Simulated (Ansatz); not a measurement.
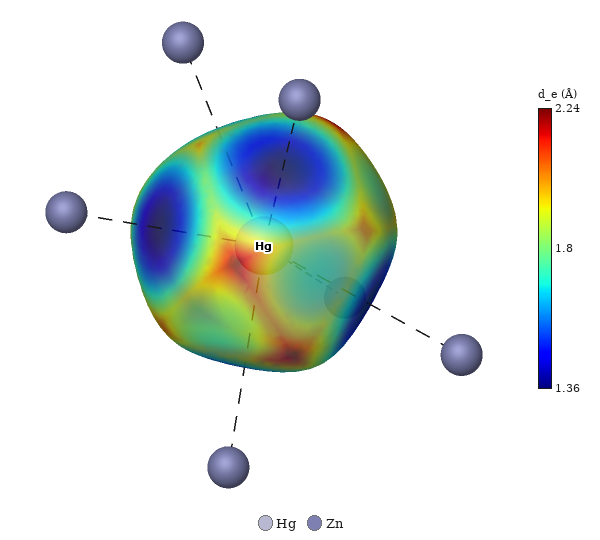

Hirshfeld surface computed for one Hg atom in ZnHg in space group P-6m2, coloured by d_e. Dashed lines lead to the closest neighbours outside.

The surface is where the fragment's share of the procrystal density (the sum of the densities of spherically averaged neutral Hartree-Fock atoms) equals one half. d_i and d_e are the distances from the surface to the nearest nucleus inside and outside. From Rb on the atoms have core potentials, so only their outer electrons count.

Origin of the cell: the geometry relaxed with DFT PBE, scalar-relativistic, plane waves, PAW in Ansatz 0.2.0; the starting structure was generated, so it need not be a known form of this composition.

```cif
data_structure
_symmetry_space_group_name_H-M 'P-6m2'
_symmetry_Int_Tables_number 187
_cell_length_a 3.3774
_cell_length_b 3.3774
_cell_length_c 4.2400
_cell_angle_alpha 90.000
_cell_angle_beta 90.000
_cell_angle_gamma 120.000
_cell_volume 41.89
loop_
_atom_site_label
_atom_site_type_symbol
_atom_site_symmetry_multiplicity
_atom_site_Wyckoff_symbol
_atom_site_fract_x
_atom_site_fract_y
_atom_site_fract_z
_atom_site_occupancy
Zn1 Zn 1 f 0.66667 0.33333 0.50000 1
Hg1 Hg 1 c 0.33333 0.66667 0.00000 1
```

Q: What is the shortest distance from the fragment to an atom outside it?

A: Hg–Zn, 2.88 Å.

Q: How is the surface shared among contacts (nearest atom inside ··· nearest atom outside)?

A: Hg···Zn 70 %, Hg···Hg 30 %. The surface faces 12 neighbours with more than 2 % of its area each: 6 Hg + 6 Zn.

Q: Give the size and shape of the surface.

A: It encloses about 19.0 Å³, has an area of about 35 Å² and a globularity of 0.99 (1 for a sphere).
